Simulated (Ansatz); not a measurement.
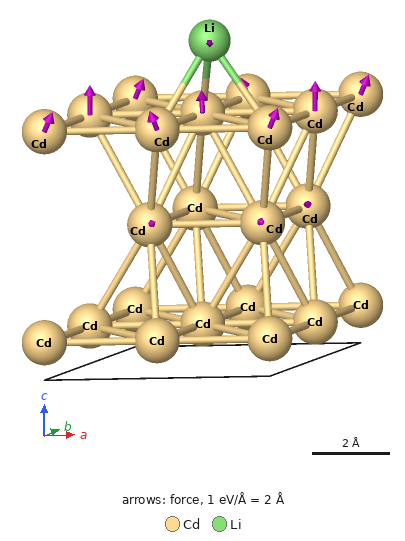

Starting geometry of a slab of composition LiCd12 with the computed forces as purple arrows. Style: ball-and-stick. Shown: the cell of the calculation, outlined in the plane, without the vacuum, slightly off an axis.

It is Li on Cd(0001), set down by a guess. The run prepares an end point of a later path (adatom hop) calculation, from a guessed geometry. 4 atoms are held fixed.

Method: DFT PBE, scalar-relativistic, plane waves, PAW (Ansatz). (plane-wave cutoff 420 eV; k-point mesh 3 × 3 × 1; occupations gaussian; smearing width 0.05 eV; no spin polarisation; atoms relaxed in a fixed cell; force threshold 0.03 eV/Å; at most 60 steps)

Q: Is this structure relaxed? If not, where do the atoms go?

A: It isn't relaxed: the largest force vector, on a Cd atom, is 0.40 eV/Å. The final displacements follow the starting forces only in part (cosine between the two patterns 0.61). The atom that moves furthest is the Li atom (1.66 Å at 80° to the normal (+c side)). By element the largest moves are Li 1.66 Å, Cd 1.17 Å. The cell doesn't change. Near-neighbour distances that change, for instance: Cd–Li 5.047 → 3.289 Å, Cd–Li 5.030 → 3.282 Å, Cd–Cd 3.295 → 4.106 Å, Cd–Li 4.058 → 3.248 Å. Among the angles between lasting bonds that change: Cd–Cd–Cd 180.0° → 135.9°, Cd–Cd–Cd 60.0° → 62.9°, Cd–Cd–Cd 120.0° → 117.2°. The energy falls by 0.548 eV per cell of the calculation in 19 accepted moves (20 points after the start). Largest force component: 0.4 eV/Å at the start, 0.0059 eV/Å at the end. 1 step only repeated the SCF at the same geometry.

Limits of the set-up: the periodic images lie only 6.0 Å apart, so the values are limited by the cell's size.
